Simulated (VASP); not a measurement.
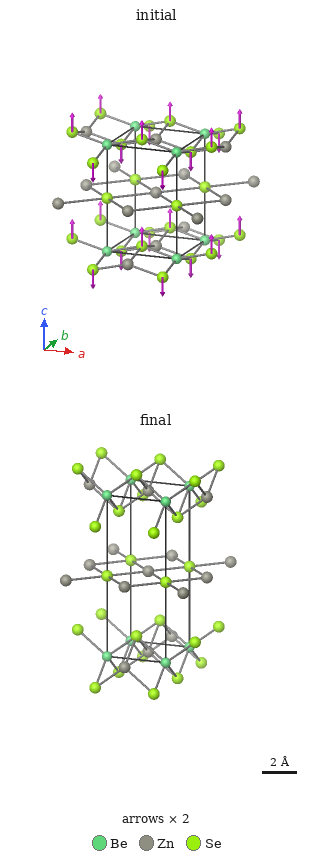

The structure of a crystal of BeZn2Se3 (a generated structure, set up in P-4m2) before (top) and after (bottom) a relaxation, at one scale. The purple arrows give the displacements (the part carried along by the change of the cell is left out), magnified 2 times.

Style: ball-and-stick. Shown: the cell of the calculation, slightly off an axis.

The run lets cell and atoms move.

Computed with Kohn-Sham DFT of a periodic cell, PBE, VASP PAW PBE potentials, recommended in VASP.

The input:
```
PREC = Normal
ENCUT = 520
EDIFF = 1E-4
ISMEAR = 0
SIGMA = 0.15
LREAL = False
LASPH = True
NELM = 60
ALGO = Fast
ISIF = 3
LWAVE = False
LCHARG = False
GGA = PE
IBRION = 2
NSW = 24
EDIFFG = -0.08
```

Launched with:
```bash
cat potpaw_PBE.64/Be/POTCAR potpaw_PBE.64/Zn/POTCAR potpaw_PBE.64/Se/POTCAR > POTCAR
mpirun -np 1 vasp_std > vasp.out
```

> Summarise the run.

The largest moves relative to the cell, 0.61 Å, are those of Se atoms. Zn and Be stay in place. Cell: a = b 4.512 → 3.799 Å (−15.8 %), c 6.639 → 10.031 Å (+51.1 %). Volume +7.1 %. Some distances before and after: Se–Zn 3.190 → 2.686 Å, Be–Se 2.325 → 2.398 Å, Se–Zn 2.325 → 2.398 Å. Bond angles that change, for instance: Se–Be–Se 151.9° → 104.8°, Se–Zn–Se 151.9° → 104.8°, Be–Se–Be 151.9° → 104.8°. The space group stays P-4m2 (No. 115). The energy falls by 457 meV per atom in 23 geometry steps. Largest force component: 1.2 eV/Å at the start, 0.045 eV/Å at the end. The pressure goes from 2.46 to 0.34 GPa. It ran on 1 thread of Intel(R) Xeon(R) Platinum 8488C (Sapphire Rapids), with other jobs on the host.

Limits of the set-up: layers or molecules are held without a dispersion correction, so their spacing is unreliable.
